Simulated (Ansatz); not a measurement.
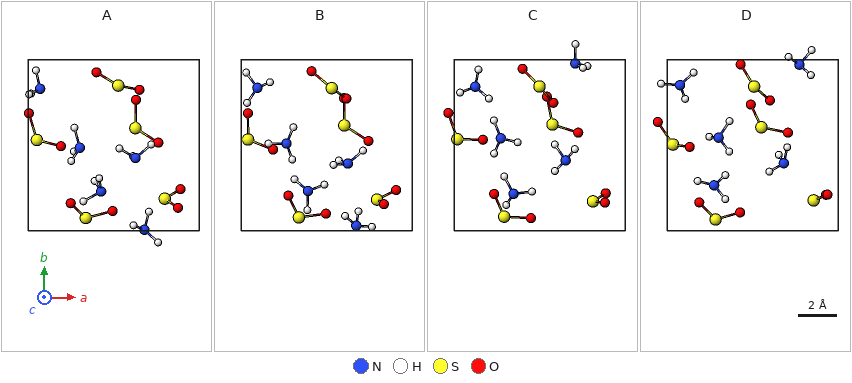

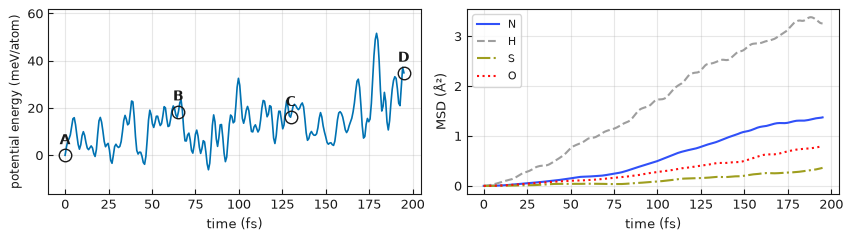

First-principles dynamics of a periodic cell with 5 NH3 + 5 SO2 at 0.917 g/cm³, 195 fs long. It starts from the last geometry of an earlier run, with fresh velocities. Frames (A at 0 fs, B at 65 fs, C at 130 fs, D at 195 fs) and the history of the run. Style: ball-and-stick. Shown: the simulation cell, along the c axis. Atoms that leave the cell re-enter on the other side.

Level of theory: Ansatz 0.2.0, DFT PBE-D3(BJ), scalar-relativistic, plane waves, PAW. Run with plane-wave cutoff 420 eV; k-point mesh 1 × 1 × 1; Fermi-Dirac smearing 0.05 eV; low-accuracy preset; Langevin thermostat (NVT); set temperature 700 K; time step 0.75 fs; friction 0.02 per fs.

Input file:
```yaml
accuracy: low
crystal:
  lattice:
    - [9.022577, 0.0, 0.0]
    - [0.0, 9.022577, 0.0]
    - [0.0, 0.0, 9.022577]
  atoms:
    - { symbol: "N", position: [1.06533377, 0.82526917, 0.6642616] }
    - { symbol: H, position: [1.04093951, 0.9332336, 0.67465005] }
    - { symbol: H, position: [1.01212852, 0.79725048, 0.56609559] }
    - { symbol: H, position: [1.00138154, 0.79306485, 0.75427034] }
    - { symbol: "N", position: [0.2978648, 0.48052401, 0.72187606] }
    - { symbol: H, position: [0.26594282, 0.59789728, 0.73354355] }
    - { symbol: H, position: [0.26297333, 0.45925116, 0.61460533] }
    - { symbol: H, position: [0.24741125, 0.40276538, 0.78332724] }
    - { symbol: "N", position: [0.67567954, 0.00069903, 0.12030588] }
    - { symbol: H, position: [0.61169686, 0.02702575, 0.21089694] }
    - { symbol: H, position: [0.70202257, 0.10652013, 0.09473379] }
    - { symbol: H, position: [0.75560491, -0.07331954, 0.15538175] }
    - { symbol: "N", position: [0.62372181, 0.4206188, 0.74377388] }
    - { symbol: H, position: [0.71563186, 0.49957417, 0.77263797] }
    - { symbol: H, position: [0.60901886, 0.43161243, 0.63569313] }
    - { symbol: H, position: [0.52931586, 0.47640559, 0.79129711] }
    - { symbol: "N", position: [0.42245161, 0.2247036, 0.24187835] }
    - { symbol: H, position: [0.41124143, 0.30208902, 0.32185499] }
    - { symbol: H, position: [0.38443307, 0.28639392, 0.15698701] }
    - { symbol: H, position: [0.31812906, 0.16701729, 0.25288659] }
    - { symbol: S, position: [0.04663418, 0.52595787, 0.08050978] }
    - { symbol: O, position: [0.18737535, 0.48999331, 0.14287124] }
    - { symbol: O, position: [-0.00026847, 0.68256249, 0.06055396] }
    - { symbol: S, position: [0.33258368, 0.06953472, 0.62874879] }
    - { symbol: O, position: [0.24456787, 0.1560546, 0.72921396] }
    - { symbol: O, position: [0.48969397, 0.11036285, 0.62482089] }
    - { symbol: S, position: [0.52262345, 0.84431073, 0.98819638] }
    - { symbol: O, position: [0.39487014, 0.92214089, 0.9275039] }
    - { symbol: O, position: [0.6465986, 0.81949056, 0.87827041] }
    - { symbol: S, position: [0.6227984, 0.59512251, 0.38710144] }
    - { symbol: O, position: [0.62642644, 0.76070513, 0.39481385] }
    - { symbol: O, position: [0.75739842, 0.51056214, 0.409132] }
    - { symbol: S, position: [0.79454847, 0.18275604, 0.73225448] }
    - { symbol: O, position: [0.87206168, 0.12923221, 0.86866181] }
    - { symbol: O, position: [0.88644662, 0.23817015, 0.6111466] }
basis:
  ecutwfc: 420.0
kpoints:
  mp_grid: { grid: [1, 1, 1] }
hamiltonian:
  xc: pbe
  dispersion: d3bj
scf:
  occupations: { method: fermi_dirac, width: 0.05 }
  lower_state_search: "off"
md:
  timestep: 0.75
  n_steps: 260
  ensemble: nvt_langevin
  temperature: 700.0
  initial_velocities: maxwell_boltzmann
  seed: 961678
  friction: 0.02
```

Run as
```bash
ansatz run input.yaml --threads 1 --pin off --max-ram 3072MiB --backend cpu --events-out ev --progress --plain --runs-dir out
```

What happens in this trajectory?

Answer. Root-mean-square distances from the starting positions over the second half, with the common drift of all atoms taken out: H 1.62 Å, N 1.00 Å, O 0.72 Å, S 0.45 Å. The heavy atoms stay within a fraction of a molecule's size of their starting places, while the hydrogen atoms travel further, as molecules turn; so short a run doesn't tell a liquid from a solid. The mean temperature in the second half is 861 K (standard deviation 97 K). The potential energy in the second half lies on average 18.1 meV per atom above the first frame.

Limits of the set-up: the program's low-accuracy preset was used.

Cost: 19 min on 1 thread of Arm Neoverse V2, on a shared host, peak memory 0.67 GiB.
